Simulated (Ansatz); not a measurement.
# HBr₂ (doublet): correlated methods under varied settings at distance Br1–H2 along a hydrogen transfer = 1.655 Å

What do other methods and options give for HBr₂ (doublet) at this geometry, and how long do they take?

Program: Ansatz 0.2.0, Gaussian basis. Level of theory: the settings change from run to run. These are calculated values, not measurements.

17 further runs of the same task are left out: 1 for a mislabelled method, 15 that didn't finish, 1 set aside as unsound or not needed.

## Step 1: The system

The geometry derives from fragments relaxed apart (PBE0/def2-TZVP) and kept rigid, so it is no stationary point. A hydrogen atom is moved between rigid fragments. No spin-orbit coupling is included. The filled d shell of Br may be among the frozen orbitals whatever the setting's name suggests; the logs give the count.

3 atoms, charge 0, spin multiplicity 2.

Atoms are counted from 1 here; the program's logs count them from 0.

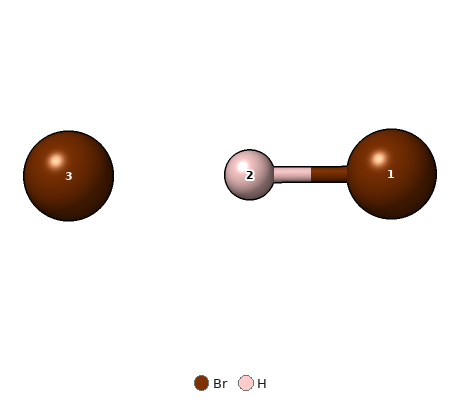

The structure; bromine brown, hydrogen pink; atoms are numbered from 1 in the order of the file.

## Step 2: MP2 on UHF/STO-3G

File in.yaml:

```yaml
crystal:
  periodic: [false, false, false]
  atoms:
    - {symbol: Br, position_ang: [0.000000, 0.000000, -1.808333]}
    - {symbol: H, position_ang: [0.000000, 0.000000, -0.153333]}
    - {symbol: Br, position_ang: [0.000000, 0.000000, 1.961667]}
basis:
  gaussian: {orbitals: STO-3G}
magnetization: {spin_polarized: true, initial_magnetization: 1}
correlation: {method: mp2, electrons: all}
scf: {lower_state_search: light}
```

Command:

```sh
> ansatz run in.yaml --threads 1 --pin off --events-out ev --progress --plain --max-ram 2393MiB
```

Output:

```text
Functional definition: HF
  name "HF"
  cite "Fock, Z. Phys. 61, 126 (1930) doi:10.1007/BF01340294"
  parent pbe
  exchange = exact_x
  correlation = 0
359 factors; integrals over basis functions are off by at most 2.0e-5 eV
mean field evaluation 1: about -138500.3313 eV, gradient 8.7e0 eV
mean field evaluation 2: about -138500.3364 eV, gradient 8.7e0 eV
mean field evaluation 4: about -138501.4830 eV, gradient 8.5e-1 eV
mean field evaluation 8: about -138501.5025 eV, gradient 1.1e-2 eV
mean field evaluation 16: about -138501.5030 eV, gradient 1.5e-1 eV
mean field evaluation 32: about -138501.5025 eV, gradient 1.1e-5 eV
mean field evaluation 64: about -138501.5036 eV, gradient 2.1e-4 eV
mean field -138501.59171247 eV, -5089.8396156826 hartree, gradient 2.7e-6 eV, S^2 0.750633; 9 other end points of the search recorded, 0 dependent functions left out
reference -138501.59171247 eV, -5089.8396156826 hartree; 36, 35 occupied and 1, 2 virtual orbitals, 359 factors
second order -0.46975926 eV of doubles, -0.00000000 eV of singles
Total energy: -138502.06147173 eV, -5089.8568790169 hartree
```

It took 2 s on 1 thread of Arm Neoverse V1, shared host.

From the report: ⟨S²⟩ of the determinant 0.751 (pure doublet: 0.75).

## Step 3: HF/cc-pVDZ

File in.yaml:

```yaml
crystal:
  periodic: [false, false, false]
  atoms:
    - {symbol: Br, position_ang: [0.000000, 0.000000, -1.808333]}
    - {symbol: H, position_ang: [0.000000, 0.000000, -0.153333]}
    - {symbol: Br, position_ang: [0.000000, 0.000000, 1.961667]}
basis:
  gaussian: {orbitals: cc-pVDZ}
magnetization: {spin_polarized: false, initial_magnetization: 1}
hamiltonian: {xc: hf}
accuracy: high
output: {forces: true, orbitals: {seedname: orbitals}}
```

Same command.

Output, shortened:

```text
Functional definition: HF
  name "HF"
  cite "Fock, Z. Phys. 61, 126 (1930) doi:10.1007/BF01340294"
  parent pbe
[...]
1056 factors; integrals over basis functions are off by at most 4.8e-9 eV
[...]
mean field -140010.94246636 eV, -5145.3072328134 hartree, gradient 4.7e-8 eV, S^2 0.750000; 3 other end points of the search recorded, 0 dependent functions left out
[...]
reference -140010.94246636 eV, -5145.3072328134 hartree; 36, 35 occupied and 23, 24 virtual orbitals, 1056 factors
Total energy: -140010.94246636 eV, -5145.3072328134 hartree
Atom 0 at     0.000000     0.000000    -1.808333 Å, force    -0.000000     0.000000     3.296298 eV/Å
Atom 1 at     0.000000     0.000000    -0.153333 Å, force     0.000000    -0.000000    -3.998254 eV/Å
Atom 2 at     0.000000     0.000000     1.961667 Å, force     0.000000    -0.000000     0.701956 eV/Å
Dipole moment:     0.000000    -0.000000     0.612306 e Å
```

It took 7.5 s on 1 thread of Arm Neoverse V1, shared host.

## Step 4: BCCD/cc-pVDZ

in.yaml, as its differences from that of step 3:

```diff
@@ -9,4 +9,3 @@
 magnetization: {spin_polarized: false, initial_magnetization: 1}
-hamiltonian: {xc: hf}
-accuracy: high
-output: {forces: true, orbitals: {seedname: orbitals}}
+hamiltonian: {xc: {name: PBE0}}
+correlation: {method: bccd, electrons: valence, diis_vectors: 2}
```

The command is unchanged.

Output, shortened:

```text
Functional definition: PBE0
  name "PBE0"
  cite "Adamo & Barone, J. Chem. Phys. 110, 6158 (1999) doi:10.1063/1.478522"
  cite "Perdew, Burke & Ernzerhof, Phys. Rev. Lett. 77, 3865 (1996) doi:10.1103/PhysRevLett.77.3865"
  parent pbe
[...]
674 factors; integrals over basis functions are off by at most 1.8e-3 eV
[...]
mean field -140089.67200061 eV, -5148.2004898323 hartree, gradient 2.5e-6 eV, S^2 0.750000; 11 other end points of the search recorded, 0 dependent functions left out
[...]
18 core orbitals not correlated: weight in the atoms' cores, before any rotation towards them, 1.000 or more for the frozen orbitals, at most 0.000 for the correlated occupied ones
reference -140010.22058305 eV, -5145.2807040912 hartree; 18, 17 occupied and 23, 24 virtual orbitals, 674 factors
second order -7.31482136 eV of doubles, -0.47602681 eV of singles
cycle   1  -8.02175227 eV  change   -2.3e-1 eV  update   8.6e-2
[...]
cycle  16  -8.29981800 eV  change   -7.5e-6 eV  update   1.5e-5
Total energy: -140018.52040105 eV, -5145.5857167769 hartree
```

Wall time 35 s (1 thread of Arm Neoverse V1, shared host).

From the report: correlation -8.2998 eV; largest double amplitude 0.07.

## Step 5: CCSD on UHF/def2-mTZVP

File in.yaml:

```yaml
crystal:
  periodic: [false, false, false]
  atoms:
    - {symbol: Br, position_ang: [0.000000, 0.000000, -1.808333]}
    - {symbol: H, position_ang: [0.000000, 0.000000, -0.153333]}
    - {symbol: Br, position_ang: [0.000000, 0.000000, 1.961667]}
basis:
  gaussian: {orbitals: def2-mTZVP, point_charges: [{charge: 0.50, position_ang: [4.875, 0.387, 0.585]}]}
magnetization: {spin_polarized: true, initial_magnetization: 1}
correlation: {method: ccsd, electrons: outside_noble_gas}
accuracy: high
output: {forces: true}
```

The command is unchanged.

Output, shortened:

```text
Functional definition: HF
  name "HF"
  cite "Fock, Z. Phys. 61, 126 (1930) doi:10.1007/BF01340294"
  parent pbe
[...]
1118 factors; integrals over basis functions are off by at most 4.8e-9 eV
[...]
mean field -140012.40971073 eV, -5145.3611530494 hartree, gradient 1.9e-8 eV, S^2 0.757078; 23 other end points of the search recorded, 0 dependent functions left out
determinant -140012.40971073 eV, -5145.3611530494 hartree, with singles and doubles -140019.91865495 eV, -5145.6371016597 hartree
determinant -140012.36290249 eV, -5145.3594328785 hartree, with singles and doubles -140019.87445705 eV, -5145.6354774168 hartree
determinant -140012.33588109 eV, -5145.3584398602 hartree, with singles and doubles -140019.89038588 eV, -5145.6360627905 hartree
determinant -140010.73521653 eV, -5145.2996165227 hartree, with singles and doubles -140018.33424026 eV, -5145.5788754940 hartree
[...]
determinant -140012.33588109 eV, -5145.3584398602 hartree, with singles and doubles -140019.89995706 eV, -5145.6364145249 hartree
28 core orbitals not correlated: weight in the atoms' cores, before any rotation towards them, 1.000 or more for the frozen orbitals, at most 0.000 for the correlated occupied ones
reference -140012.40971073 eV, -5145.3611530494 hartree; 8, 7 occupied and 39, 40 virtual orbitals, 1118 factors
second order -6.70557303 eV of doubles, -0.00000000 eV of singles
cycle   1  -7.51602656 eV  change    7.3e-8 eV  update   2.4e-6
[...]
cycle  14  -7.51602577 eV  change  -2.5e-10 eV  update  7.5e-10
[...]
Total energy: -140019.92573649 eV, -5145.6373619017 hartree
Atom 0 at     0.000000     0.000000    -1.808333 Å, force     0.066520     0.005281     2.523534 eV/Å
Atom 1 at     0.000000     0.000000    -0.153333 Å, force    -0.051721    -0.004106    -3.170758 eV/Å
Atom 2 at     0.000000     0.000000     1.961667 Å, force    -0.013381    -0.001062     0.675828 eV/Å
Dipole moment:    -0.053915    -0.004280     0.568492 e Å
```

Wall time 83 s (1 thread of Arm Neoverse V1, shared host); peak memory 0.32 GiB.

From the report: ⟨S²⟩ of the determinant 0.757 (pure doublet: 0.75); correlation -7.5160 eV; T1 0.008; largest double amplitude 0.06.

## Step 6: The runs in one table

Where basis and cores are those of an earlier UCCSDT(Q)/cc-pVDZ run (-140018.0820 eV), and the state is the same kind, the miss against it is given.

```
                                         level         correlated  functions   energy (eV)  from UCCSDT(Q) (meV)   time
                             MP2 on UHF/STO-3G                all         37  -138502.0615                          2 s
                                    HF/cc-pVDZ                            59  -140010.9425                7139.6  7.5 s
               BCCD/cc-pVDZ (on PBE0 orbitals)            valence         59  -140018.5204                         35 s
CCSD on UHF/def2-mTZVP (beside a point charge)  outside noble gas         75  -140019.9257                         83 s
```

## Step 7: Outcome

```
quantity                                                 value
    runs                                                     4
quickest                                MP2 on UHF/STO-3G, 2 s
 slowest  CCSD on UHF/def2-mTZVP (beside a point charge), 83 s
```

Total energies in different bases, with other cores or another treatment of relativity can't be set against each other. CCSD on UHF/def2-mTZVP (beside a point charge) took 41 times as long as MP2 on UHF/STO-3G; the jobs differ in more than the method. Hartree-Fock, CASSCF and CASCI lack dynamic correlation by design.
